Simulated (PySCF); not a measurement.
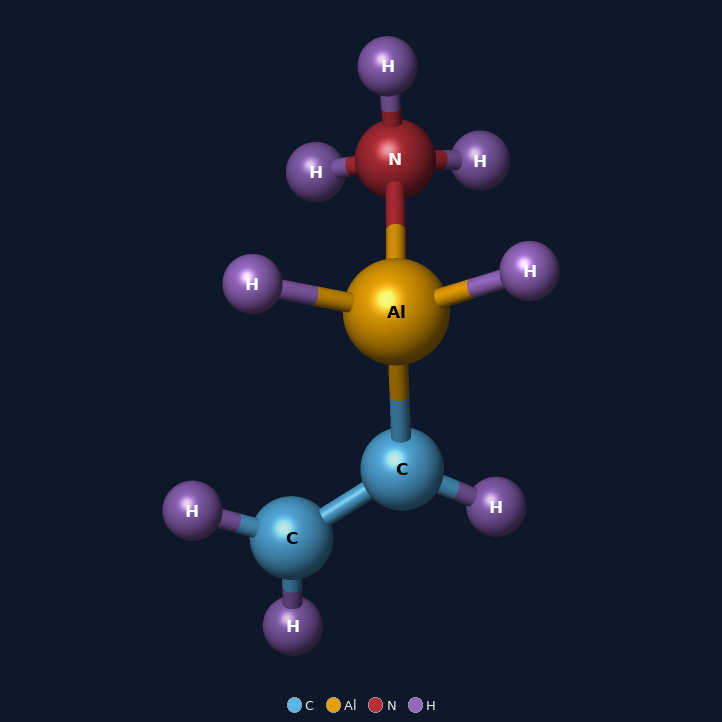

Every bond is drawn as one stick, whatever its order.

Identify the structure.

The molecule is C2H8AlN. SMILES: `C=[CH][AlH2-][NH3+]`. Among its groups: alkene. This geometry has C1 symmetry. Coordination: 2 C trigonal planar; 1 Al tetrahedral; 1 N tetrahedral.

More results for the same structure follow; atom numbers are the same in all pictures, views and colours differ. Computed geometry: PBE0-D3(BJ)/def2-SVP optimisation. No frequency run is at hand to confirm it as a minimum.

### NMR shielding

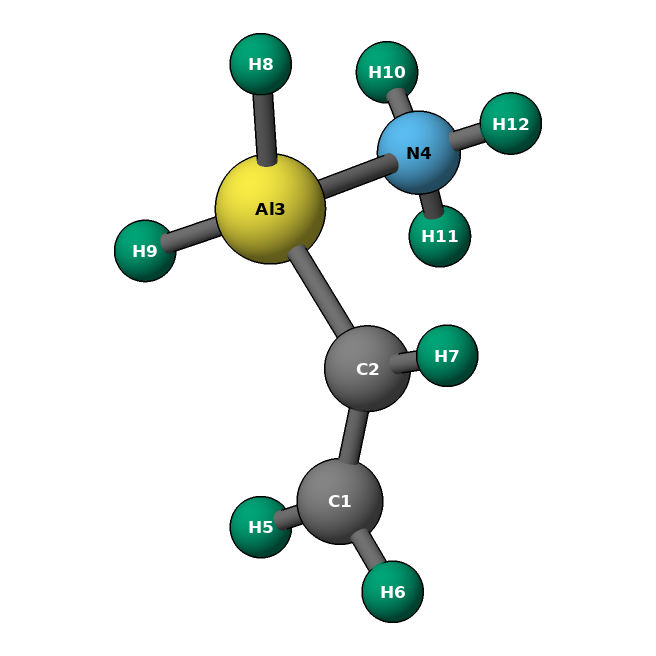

No frequency run is at hand to confirm it as a minimum. Properties computed with GIAO PBE0/cc-pVTZ NMR shielding, non-relativistic, gas phase (PySCF 2.14.0). Principal shieldings σ11 ≤ σ22 ≤ σ33, span Ω = σ33 − σ11, skew κ = 3(σiso − σ22)/Ω.

Give the shielding tensors of the Al atoms.

| atom | σ11 | σ22 | σ33 | σiso | Ω | κ |
| --- | --- | --- | --- | --- | --- | --- |
| Al3 | 389.3 | 434.9 | 445.7 | 423.3 | 56.4 | −0.62 |

Shieldings and span in ppm.

### Electronic properties

No frequency run is at hand to confirm it as a minimum. Method: PBE0/cc-pVDZ, gas phase (PySCF 2.14.0).

Predict the main results.

- dipole moment: 5.40 D
- HOMO energy (Kohn–Sham orbital): −7.05 eV
- LUMO energy (Kohn–Sham orbital): −0.03 eV
- HOMO–LUMO gap: 7.01 eV

### Quadrupole coupling

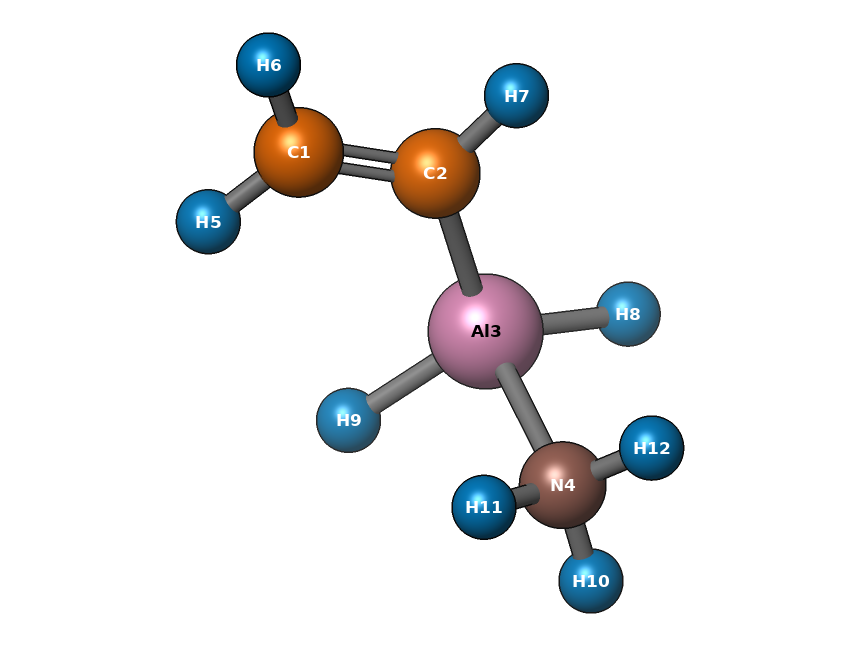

No frequency run is at hand to confirm it as a minimum. Electric field gradients from the ground-state density, PBE0/pcSseg-0 (PySCF 2.14.0), non-relativistic apart from any core potentials.

Give the largest field-gradient component, the quadrupole coupling constant and the asymmetry for 27Al at Al3 (Q = 146.6 mb), 14N at N4 (Q = 20.44 mb).

```csv
atom,V_zz (a.u.),e²qQ/h (MHz),η
Al3,0.848,29.2,0.06
N4,−0.668,−3.21,0.02
```
